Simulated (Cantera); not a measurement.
Charge: 1 mol Si(CH3)4, 0.0041 mol C3H8, 1.8 mol H2, equilibrated at 67.0 mbar.

These are equilibrium values from Cantera (NASA tables, ideal gas, pure condensed phases), not measurements of a reactor. Candidate condensed phases: C, C6H6, C7H8, C8H18, Si, SiC; 87 gas species. Gases not in the tables: Si2H6 and higher silanes. Rates play no part.

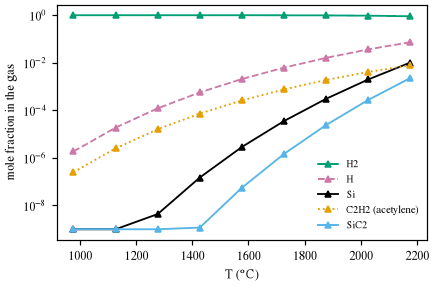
Figure. Equilibrium gas composition (values under 1e-9 drawn at 1e-9)

From 977 °C to 2177 °C the condensed part is C(graphite) + SiC(s).
